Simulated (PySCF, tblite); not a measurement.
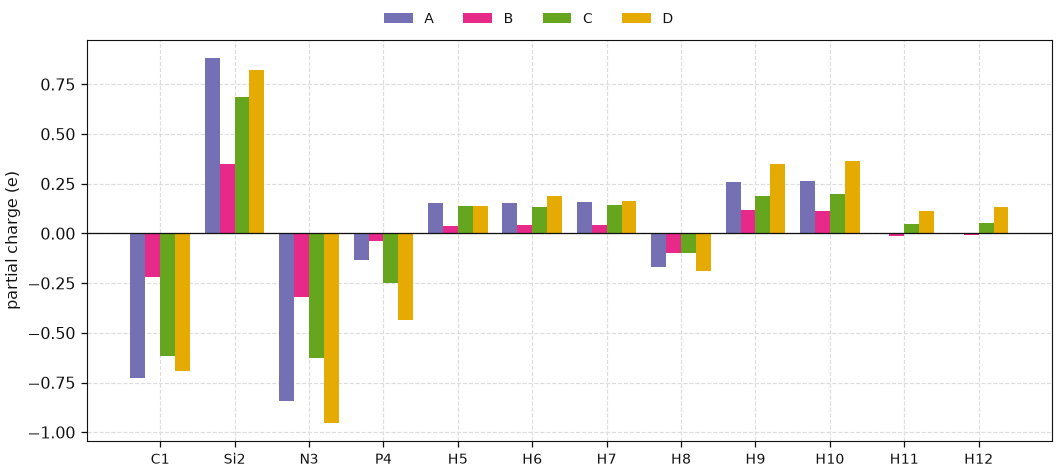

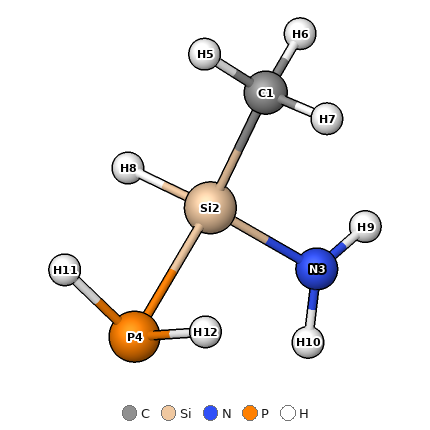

Atomic charges of CH₈NPSi, SMILES C[Si@@H](N)P by 4 schemes, PBE0/pcSseg-1 in PySCF, at a GFN2-xTB geometry (a minimum by its frequencies).

The schemes are ESP fit, Hirshfeld, IAO and Mulliken. Which series is which?

A: IAO (N3 −0.84 e); B: Hirshfeld (N3 −0.32 e); C: Mulliken (N3 −0.63 e); D: ESP fit (N3 −0.95 e).

Caveats: the tight-binding geometry is rougher than a DFT one and adds to the error.
